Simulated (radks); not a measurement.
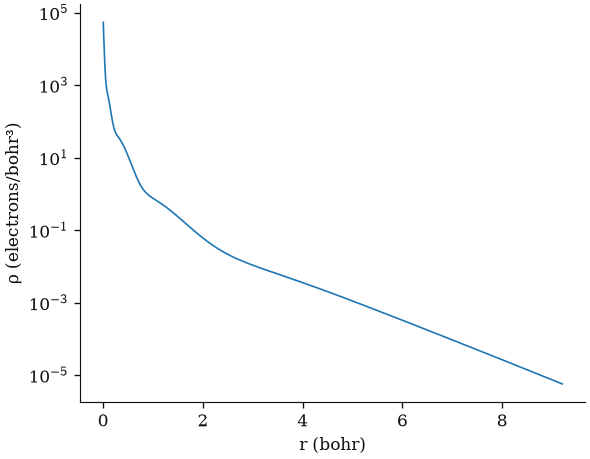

The electron density ρ(r) on a logarithmic scale. The density falls from 54000 electrons/bohr³ at the inner end (r = 0.0013 bohr) to 0.001 at r = 5.08 bohr, a common measure of the size of an atom or ion. The steps in the slope mark the shells; the radial density has its minima at 0.053 and 0.24 bohr.

Atomic calculation for Zr

System: atomic zirconium (Zr) in the configuration [Kr] 4d2 5s2.
Method: scalar-relativistic Kohn-Sham, PBE, spin-unpolarised, spherical densities, point nucleus (the in-house radial solver radks).

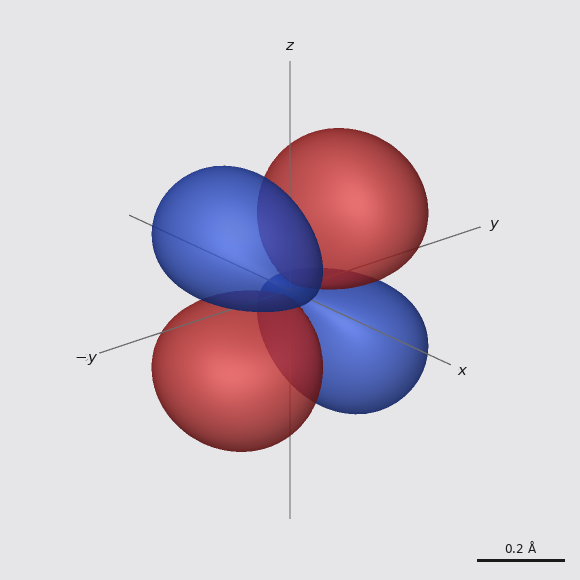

The 3d(yz) orbital. The radial function comes from the spherical calculation and is multiplied by a real spherical harmonic; the overall sign is chosen so that the largest lobe of P(r) is positive; at the scalar-relativistic level it is the large component. The surface of constant |ψ| that holds about 85 % of the electron is drawn, red where ψ is positive and blue where it is negative. It has the nodal planes xy and xz and no radial node. The maximum of P² lies at 0.347 bohr, ⟨r⟩ = 0.453 bohr, 90 % of the charge lies within 0.728 bohr, and the eigenvalue is −174.7 eV, with 10 electrons in the shell.

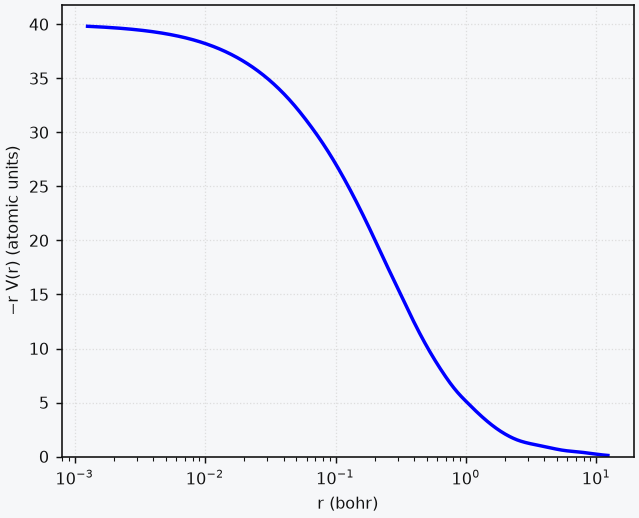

The screened charge −r V(r) of the Kohn-Sham potential. Close to the nucleus it reaches 39.8, near the nuclear charge 40. It falls through 20, midway between the nuclear and the ionic charge, at r = 0.20 bohr, and stands at 0.10 at the end of the plot (r = 12 bohr); the net charge is 0. The exact potential would level off one unit above the net charge.

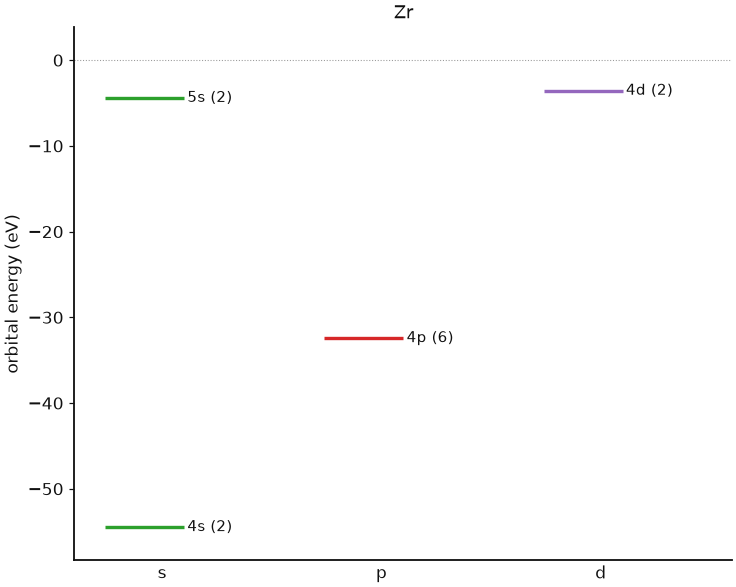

The outer levels are drawn (occupations in brackets). The highest occupied level is 4d at −3.60 eV. From the top down the occupied levels run 4d (−3.60 eV), 5s (−4.44 eV), 4p (−32.5 eV), 4s (−54.5 eV).

Input and output of the run follow.

### The input
```
Z 40
configuration [Kr] 4d2 5s2
relativity scalar-relativistic
functional pbe,pbe
spin unpolarised
nucleus point
c 137.035999084
max_iterations 70
```

Energies in input and log are in hartree, lengths in bohr.

The run was one of a batch that the task file lists, launched with:
```bash
python <driver script> task.json out
```

### Output
```
1s      1   2.0000        -655.06184345
2s      1   2.0000         -90.76511034
2p      1   6.0000         -80.93873120
3s      1   2.0000         -14.87504212
3p      1   6.0000         -11.67370339
3d      1  10.0000          -6.42038133
4s      1   2.0000          -2.00302063
4p      1   6.0000          -1.19294485
4d      1   2.0000          -0.13226203
5s      1   2.0000          -0.16314901
Etot -3598.5310214283386
Ekin 3700.092007270502
Encl -8664.720518875525
Eh 1479.9869047199272
Exc -113.88941454324282
err 5.176488041154884e-09
it 13
```

### Orbitals

```tsv
orbital	occupation	energy (eV)	⟨r⟩ (bohr)	outer maximum (bohr)
1s	2	−17825.1	0.03707	0.0241
2s	2	−2469.8	0.1626	0.137
2p	6	−2202.5	0.1417	0.109
3s	2	−404.771	0.4585	0.408
3p	6	−317.658	0.4621	0.402
3d	10	−174.707	0.4525	0.347
4s	2	−54.505	1.213	1.08
4p	6	−32.462	1.369	1.18
5s	2	−4.440	3.728	3.15
4d	2	−3.599	2.298	1.60
```

### Key numbers

```
                       quantity                                                                 value
                        outcome                                                             converged
                   total energy                                                    −3598.5310 hartree
                 kinetic energy                                                     3700.0920 hartree
        electron–nucleus energy                                                    −8664.7205 hartree
                 Hartree energy                                                     1479.9869 hartree
    exchange–correlation energy                                                   −113.889415 hartree
radius at density 0.001 e/bohr³                                                             5.08 bohr
                 SCF iterations                                                                    13
                       hardware  1 thread of Arm Neoverse V2, 23 GiB of memory available, shared host
```
